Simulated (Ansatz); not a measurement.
# Photoemission of amorphous SiO, part 5 of 8

Aim: make a small model of amorphous SiO and see how disorder spreads its core levels and valence spectrum.

Ansatz 0.2.0; DFT, PBE, plane-wave PAW, scalar-relativistic; PAW set soft_1.

So far. Step 5 (Dynamics at 300 K): Beyond half the shortest lattice vector, 4.2 Å, g(r) counts periodic images.

## Step 6: Relaxing the atoms

The quenched cell is relaxed to a local minimum.

File input.yaml:

```yaml
crystal:
  lattice:
    - [8.4942445963, 0.0, 0.0]
    - [0.0, 8.4942445963, 0.0]
    - [0.0, 0.0, 8.4942445963]
  atoms:
    - { symbol: Si, position: [0.8331609913, 0.6141579977, 0.7512239313] }
    - { symbol: Si, position: [-0.1057433955, 0.5462574456, 0.4234329789] }
    - { symbol: Si, position: [0.5821134537, 0.416506923, 1.1273358939] }
    - { symbol: Si, position: [0.4568278707, 1.2176095135, 0.6229746007] }
    - { symbol: Si, position: [0.3795793387, 0.6844379749, 1.1099846077] }
    - { symbol: Si, position: [0.32129687, 0.6643648653, 0.6175836761] }
    - { symbol: Si, position: [0.5899404745, 0.8840362125, 0.5672098863] }
    - { symbol: Si, position: [0.4704282491, 0.7090595846, 0.3801395739] }
    - { symbol: Si, position: [-0.1132441553, -0.0082127868, 1.0329418482] }
    - { symbol: Si, position: [-0.1507885997, 0.9803226228, 0.6647631614] }
    - { symbol: Si, position: [0.1639023623, 0.2262372814, 1.1297150932] }
    - { symbol: Si, position: [0.5932617543, 0.7124350436, -0.0926076961] }
    - { symbol: Si, position: [0.1651643021, 0.3521394969, 0.7694254179] }
    - { symbol: Si, position: [0.6148402441, 0.4832934676, 0.4014608212] }
    - { symbol: Si, position: [0.0073807409, 0.6705741331, 1.0867781772] }
    - { symbol: Si, position: [0.8787448049, 0.3267454872, 0.7279797653] }
    - { symbol: Si, position: [0.6683433058, 1.2223369066, 0.9376106137] }
    - { symbol: Si, position: [-0.0390387867, 0.7613656658, 0.569123236] }
    - { symbol: O, position: [-0.3039517118, 0.0492228029, 1.0309974591] }
    - { symbol: O, position: [0.2670187041, 0.5267200901, 0.7446254394] }
    - { symbol: O, position: [0.8838333485, -0.1771053974, 0.1181494859] }
    - { symbol: O, position: [0.5290891168, 1.3478046099, 0.5119452582] }
    - { symbol: O, position: [0.212571498, 0.2716719887, 0.946269518] }
    - { symbol: O, position: [0.4633938839, 0.7591454502, 0.7314164089] }
    - { symbol: O, position: [0.5490774442, 1.1843868016, 0.7932767336] }
    - { symbol: O, position: [0.9279939302, 0.9747573712, 0.8481428997] }
    - { symbol: O, position: [1.0152884918, 0.0978472607, 0.1246408811] }
    - { symbol: O, position: [0.2701142095, 0.2433728999, 0.6461384704] }
    - { symbol: O, position: [0.8587441983, 0.1688321666, 0.6014609729] }
    - { symbol: O, position: [-0.3361646059, 0.5563046697, 1.0020443171] }
    - { symbol: O, position: [0.191839581, 0.7361915483, 0.0919769632] }
    - { symbol: O, position: [0.4805907736, 1.0524260659, 0.5358445209] }
    - { symbol: O, position: [0.1598729031, 0.7663156329, 0.5885739179] }
    - { symbol: O, position: [-0.0438948505, 0.5938809844, 0.9147464005] }
    - { symbol: O, position: [-0.0245742215, 0.5358442719, 0.2353532652] }
    - { symbol: O, position: [0.3905966528, 0.4877353277, 0.11862814] }
kpoints:
  mp_grid: { grid: [2, 2, 2] }
scf:
  occupations: { method: fermi_dirac, width: 0.03 }
  n_extra_bands: 26
hamiltonian:
  xc: pbe
  pseudopotentials: { kind: paw, azcp: { folder: soft_1 } }
output:
  forces: true
relax:
  f_tol: 0.05
  max_steps: 60
```

The run is started by

```bash
> ansatz run input.yaml --threads 8 --pin off --max-ram 23552MiB --backend cpu --events-out ev --progress --plain --runs-dir out
```

Numbers of over 12 decimals in the logs are rounded to 6 here.

Output:

```text
[...]
Crystal: 36 atoms, lattice volume = 612.878 Å³
Basis set: ecut = 420 eV, 11981 PW (Γ), exchange–correlation on 120×120×120 points (8 copies of the dense FFT grid, shifted against one another)
Bands: 116, of which v1, the nominal top of the filled ones, is band 90 counted from 1 (89 counted from 0)
Symmetry: 1 space group operations
[...]
k-points: 8
[...]
SCF iter   1: F=—  HF=-21685.192799 eV  |F-HF|=—  |Δ(HF+E_count)|=         —  Δρ=7.08e-2  dr2=5.53e1  ethr=3.10e-3  ⟨swp⟩=8.1  Hψ=5190  notcnv=0  defer=66
[...]
SCF iter  10: F=-21671.878662 eV  HF=-21671.878661 eV  |F-HF|=9.11e-7  |Δ(HF+E_count)|=   4.21e-5  Δρ=3.81e-5  dr2=1.02e-5  ethr=3.47e-8  ⟨swp⟩=4.1  Hψ=2983  notcnv=0
SCF 1 converged in 10 iterations: F = -21671.878662 eV  dr2 = 1.02e-5
[...]
relax step   1: F+E_penalty+E_count = -21671.87866164 eV  Δ(F+E_penalty+E_count) = +0.000e0 eV  max|allowed force component| = 2.678e0 eV/Å  Δτ_max = 0.0000 Å  (10 SCF iters, dr2 threshold 6.25e-5 eV, accepted)
[...]
SCF iter   6: F=-21672.850167 eV  HF=-21672.850147 eV  |F-HF|=1.99e-5  |Δ(HF+E_count)|=   7.69e-5  Δρ=8.30e-5  dr2=4.59e-5  ethr=5.56e-8  ⟨swp⟩=3.0  Hψ=3876  notcnv=0
SCF 2 converged in 6 iterations: F = -21672.850167 eV  dr2 = 4.59e-5
[...]
relax step   2: F+E_penalty+E_count = -21672.85016709 eV  Δ(F+E_penalty+E_count) = -9.715e-1 eV  max|allowed force component| = 1.507e0 eV/Å  Δτ_max = 0.1809 Å  (6 SCF iters, dr2 threshold 1.00e-4 eV, accepted)
SCF iter   1: F=—  HF=-21673.353177 eV  |F-HF|=—  |Δ(HF+E_count)|=         —  Δρ=9.05e-3  dr2=4.54e-1  ethr=2.01e-3  ⟨swp⟩=4.8  Hψ=2741  notcnv=0  defer=61
[...]
SCF iter   6: F=-21673.262543 eV  HF=-21673.262543 eV  |F-HF|=7.07e-8  |Δ(HF+E_count)|=   5.59e-5  Δρ=7.76e-5  dr2=4.16e-5  ethr=5.56e-8  ⟨swp⟩=3.0  Hψ=3807  notcnv=0
SCF 3 converged in 6 iterations: F = -21673.262543 eV  dr2 = 4.16e-5
relax step   3: F+E_penalty+E_count = -21673.26254276 eV  Δ(F+E_penalty+E_count) = -4.124e-1 eV  max|allowed force component| = 6.470e-1 eV/Å  Δτ_max = 0.1529 Å  (6 SCF iters, dr2 threshold 1.00e-4 eV, accepted)
[... from here on, the SCF cycles and remarks between the steps are left out ...]
relax step   4: F+E_penalty+E_count = -21673.42014854 eV  Δ(F+E_penalty+E_count) = -1.576e-1 eV  max|allowed force component| = 3.961e-1 eV/Å  Δτ_max = 0.2000 Å  (6 SCF iters, dr2 threshold 7.72e-5 eV, accepted)
relax step   5: F+E_penalty+E_count = -21673.47605998 eV  Δ(F+E_penalty+E_count) = -5.591e-2 eV  max|allowed force component| = 2.526e-1 eV/Å  Δτ_max = 0.0852 Å  (6 SCF iters, dr2 threshold 2.89e-5 eV, accepted)
relax step   6: F+E_penalty+E_count = -21673.50236443 eV  Δ(F+E_penalty+E_count) = -2.630e-2 eV  max|allowed force component| = 3.530e-1 eV/Å  Δτ_max = 0.2000 Å  (7 SCF iters, dr2 threshold 2.39e-5 eV, accepted)
relax step   7: F+E_penalty+E_count = -21673.54223186 eV  Δ(F+E_penalty+E_count) = -3.987e-2 eV  max|allowed force component| = 1.456e-1 eV/Å  Δτ_max = 0.0868 Å  (6 SCF iters, dr2 threshold 5.07e-5 eV, accepted)
relax step   8: F+E_penalty+E_count = -21673.57449188 eV  Δ(F+E_penalty+E_count) = -3.226e-2 eV  max|allowed force component| = 1.838e-1 eV/Å  Δτ_max = 0.2000 Å  (9 SCF iters, dr2 threshold 3.61e-6 eV, accepted)
relax step   9: F+E_penalty+E_count = -21673.57573821 eV  Δ(F+E_penalty+E_count) = -1.246e-3 eV  max|allowed force component| = 5.202e-1 eV/Å  Δτ_max = 0.2000 Å  (8 SCF iters, dr2 threshold 5.75e-6 eV, accepted)
relax step  10: F+E_penalty+E_count = -21673.60958265 eV  Δ(F+E_penalty+E_count) = -3.384e-2 eV  max|allowed force component| = 8.391e-2 eV/Å  Δτ_max = 0.0988 Å  (6 SCF iters, dr2 threshold 1.00e-4 eV, accepted)
relax step  11: F+E_penalty+E_count = -21673.48144358 eV  Δ(F+E_penalty+E_count) = +1.281e-1 eV  max|allowed force component| = 3.965e-1 eV/Å  Δτ_max = 0.2000 Å  (10 SCF iters, rejected (line search))
relax step  12: F+E_penalty+E_count = -21673.61987553 eV  Δ(F+E_penalty+E_count) = -1.029e-2 eV  max|allowed force component| = 1.742e-1 eV/Å  Δτ_max = 0.0960 Å  (10 SCF iters, accepted)
relax step  13: F+E_penalty+E_count = -21673.62277703 eV  Δ(F+E_penalty+E_count) = -2.901e-3 eV  max|allowed force component| = 1.254e-1 eV/Å  Δτ_max = 0.0266 Å  (9 SCF iters, accepted)
relax step  14: F+E_penalty+E_count = -21673.61035612 eV  Δ(F+E_penalty+E_count) = +1.242e-2 eV  max|allowed force component| = 3.261e-1 eV/Å  Δτ_max = 0.0606 Å  (6 SCF iters, dr2 threshold 8.15e-6 eV, rejected (line search))
SCF iter   1: F=—  HF=-21673.632783 eV  |F-HF|=—  |Δ(HF+E_count)|=         —  Δρ=2.79e-3  dr2=3.58e-2  ethr=1.82e-4  ⟨swp⟩=5.0  Hψ=2121  notcnv=0  defer=139
[...]
SCF iter   9: F=-21673.626791 eV  HF=-21673.626791 eV  |F-HF|=9.21e-9  |Δ(HF+E_count)|=   2.87e-9  Δρ=1.43e-6  dr2=1.47e-8  ethr=5.56e-11  ⟨swp⟩=3.0  Hψ=3759  notcnv=0
SCF 15 converged in 9 iterations: F = -21673.626791 eV  dr2 = 1.47e-8
relax step  15: F+E_penalty+E_count = -21673.62679070 eV  Δ(F+E_penalty+E_count) = -4.014e-3 eV  max|allowed force component| = 4.059e-2 eV/Å  Δτ_max = 0.0239 Å  (9 SCF iters, accepted)
SCF converged after 9 iterations
Free energy (F): -21673.626791 eV
[...]
Internal energy: -21673.626119 eV  (E = F + TS)
E sigma→0 (E₀):  -21673.626455 eV
Entropy (-TS):   -0.000671 eV (-0.019 meV/atom)
Fermi energy:    4.564041 eV
[...]
--- Forces (eV/Å), atoms counted from 1 ---
  atom   1  Si    -0.03834648     0.00119268     0.02577110
  atom   2  Si     0.01196456    -0.00881440    -0.04058539
  atom   3  Si    -0.01150091    -0.00356629    -0.00712238
  atom   4  Si     0.00575822    -0.00300123     0.00555600
  atom   5  Si     0.00433213     0.00497627    -0.01258425
  atom   6  Si    -0.00562495    -0.01490569     0.00440758
  atom   7  Si    -0.00152384     0.00334885    -0.01186356
  atom   8  Si    -0.00327436    -0.01025735     0.02398812
  atom   9  Si    -0.01496670     0.02628173    -0.01255365
  atom  10  Si     0.01466619     0.01429483    -0.00872120
  atom  11  Si    -0.00806100     0.00990336    -0.00747480
  atom  12  Si     0.00283079    -0.02244957    -0.00517365
  atom  13  Si    -0.00688002     0.00934642    -0.00429209
  atom  14  Si    -0.01391859    -0.00586104    -0.00483518
  atom  15  Si    -0.00230269     0.00811079    -0.01842569
  atom  16  Si     0.00979577    -0.02739341     0.00218643
  atom  17  Si     0.00265450     0.00679662     0.01138585
  atom  18  Si     0.02036962     0.02395278    -0.01469295
  atom  19  O      0.01016810     0.00033102    -0.00296505
  atom  20  O      0.00918184     0.01514888     0.01349917
  atom  21  O     -0.01603976    -0.00483478     0.00660825
  atom  22  O      0.00242937    -0.01089475     0.00023074
  atom  23  O     -0.00707238    -0.00878331    -0.00025750
  atom  24  O     -0.00489191     0.01123036    -0.00472250
  atom  25  O     -0.01033594    -0.02784652    -0.00957791
  atom  26  O     -0.00904780     0.00825960     0.00496300
  atom  27  O      0.02930895    -0.01627720    -0.00163622
  atom  28  O      0.00391501     0.00396045     0.00162822
  atom  29  O     -0.02157377    -0.01014137     0.01042773
  atom  30  O      0.03874834     0.03236938    -0.01400630
  atom  31  O      0.00999358     0.00571031     0.00180348
  atom  32  O      0.00665241     0.00596195    -0.00079462
  atom  33  O     -0.00126207     0.00530248     0.00903853
  atom  34  O     -0.00202435    -0.00178386     0.01766212
  atom  35  O      0.00396275    -0.01999797     0.03348625
  atom  36  O     -0.00806477     0.00036030     0.00967971
  max |Σ_I F_I| component: 3.74e-5 eV/Å
--- Relaxed structure (15 steps of the walk, 13 accepted, 0 SCFs on fresh bases) ---
  F+E_penalty+E_count = -21673.62679070 eV   max|allowed force component| = 4.059e-2 eV/Å
  atoms:
    - { symbol: Si, position: [0.832223, 0.612670, 0.763591] }
    - { symbol: Si, position: [-0.095688, 0.525256, 0.419515] }
    - { symbol: Si, position: [0.583928, 0.414988, 1.132925] }
    - { symbol: Si, position: [0.455539, 1.212177, 0.631556] }
    - { symbol: Si, position: [0.375077, 0.675772, 1.124006] }
    - { symbol: Si, position: [0.302939, 0.677066, 0.614328] }
    - { symbol: Si, position: [0.559596, 0.880053, 0.580366] }
    - { symbol: Si, position: [0.469783, 0.692809, 0.391301] }
    - { symbol: Si, position: [-0.105118, -0.00599757, 1.019312] }
    - { symbol: Si, position: [-0.169911, 0.971769, 0.653174] }
    - { symbol: Si, position: [0.205407, 0.193534, 1.099710] }
    - { symbol: Si, position: [0.610221, 0.711328, -0.051488] }
    - { symbol: Si, position: [0.159718, 0.354701, 0.757411] }
    - { symbol: Si, position: [0.628709, 0.467106, 0.404380] }
    - { symbol: Si, position: [0.00402183, 0.663090, 1.088316] }
    - { symbol: Si, position: [0.878155, 0.321596, 0.723355] }
    - { symbol: Si, position: [0.677237, 1.239075, 0.931412] }
    - { symbol: Si, position: [-0.043041, 0.757654, 0.551998] }
    - { symbol: O, position: [-0.279015, 0.076659, 1.037309] }
    - { symbol: O, position: [0.245062, 0.529261, 0.724779] }
    - { symbol: O, position: [0.897942, -0.175528, 0.111324] }
    - { symbol: O, position: [0.550499, 1.353434, 0.543126] }
    - { symbol: O, position: [0.199148, 0.301127, 0.938528] }
    - { symbol: O, position: [0.442744, 0.780666, 0.716431] }
    - { symbol: O, position: [0.530540, 1.192151, 0.809621] }
    - { symbol: O, position: [0.919082, 0.968728, 0.830132] }
    - { symbol: O, position: [1.031522, 0.102629, 0.096559] }
    - { symbol: O, position: [0.265581, 0.239785, 0.641370] }
    - { symbol: O, position: [0.839692, 0.162811, 0.604519] }
    - { symbol: O, position: [-0.316594, 0.576566, 1.072104] }
    - { symbol: O, position: [0.190533, 0.718530, 0.088415] }
    - { symbol: O, position: [0.474883, 1.048673, 0.533743] }
    - { symbol: O, position: [0.149537, 0.788563, 0.581362] }
    - { symbol: O, position: [-0.035644, 0.593048, 0.912651] }
    - { symbol: O, position: [-0.025338, 0.536621, 0.230164] }
    - { symbol: O, position: [0.398638, 0.480654, 0.104002] }
```

Run time: 53 s. Hardware: 8 threads of Arm Neoverse V2, shared host; peak memory 2.7 GiB.

The steps of the relaxation:

```tsv
step	energy less that of the first step (eV)	largest force component (eV/Å)
1	0.0000	2.6775
2	-0.9715	1.5065
3	-1.3839	0.6470
4	-1.5415	0.3961
5	-1.5974	0.2526
6	-1.6237	0.3530
7	-1.6636	0.1456
8	-1.6958	0.1838
9	-1.6971	0.5202
10	-1.7309	0.0839
11	-1.6028	0.3965
12	-1.7412	0.1742
13	-1.7441	0.1254
14	-1.7317	0.3261
15	-1.7481	0.0406
```

Relaxation steps 11, 14 were tried and not accepted.

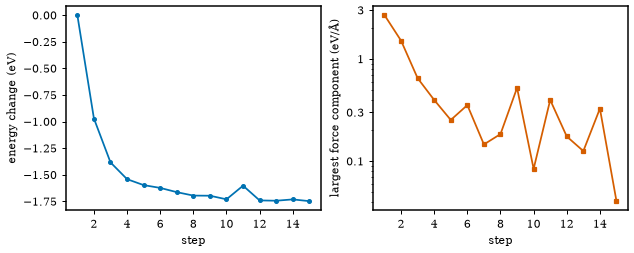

Energy and largest force along the relaxation.

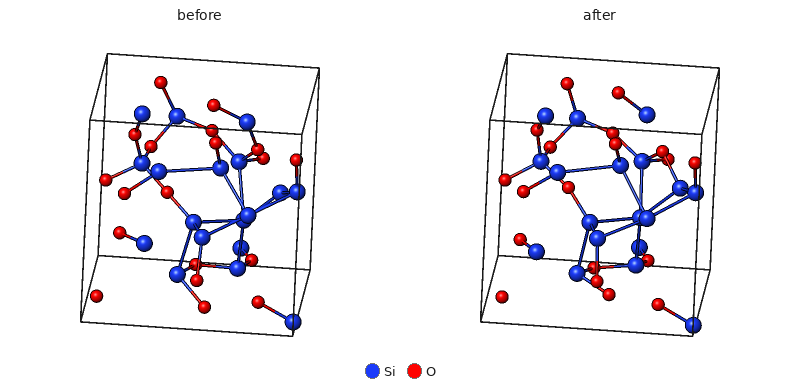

Before and after, at one scale. Bonds to atoms that aren't drawn are left out.

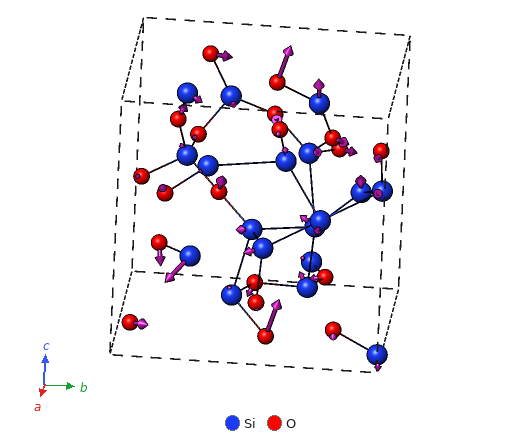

Displacements in the relaxation, exaggerated; the longest in the cell stands for 0.64 Å. Bonds to atoms that aren't drawn are left out. Some periodic images of atoms are drawn too.

The atoms that moved most (Å):

```tsv
atom	dx	dy	dz	length
O30	0.166	0.172	0.595	0.641
Si11	0.353	-0.278	-0.255	0.516
Si12	0.144	-0.009	0.349	0.378
O22	0.182	0.048	0.265	0.325
O19	0.212	0.233	0.054	0.319
O24	-0.175	0.183	-0.127	0.284
Si7	-0.258	-0.034	0.112	0.283
O23	-0.114	0.250	-0.066	0.283
```

Numbers from this step:

```yaml
free_energy: -21673.6268 eV
energy_at_zero_smearing: -21673.6265 eV
smearing_term_ts: 6.71e-4 eV
fermi_energy: 4.564 eV
gap_by_band_count: 0.3296 eV
```

The relaxation ends 49 meV an atom lower, with a largest force component of 0.041 eV/Å.

[end of part 5 of 8]

[Logs are printed without paths, hosts, clocks, repeated set-up lines and the standing remarks that a program may print on its own settings, such as how far it seeks lower states.]

[Hosts, paths, dates, database ids (printed as entryN), source tags and the programs' standing remarks are cut or masked in the printed files.]

[Maps of the electrostatic potential energy from Ansatz leave out the sawtooth potential of an applied field or a dipole correction, so their vacuum need not be flat; work functions include it.]
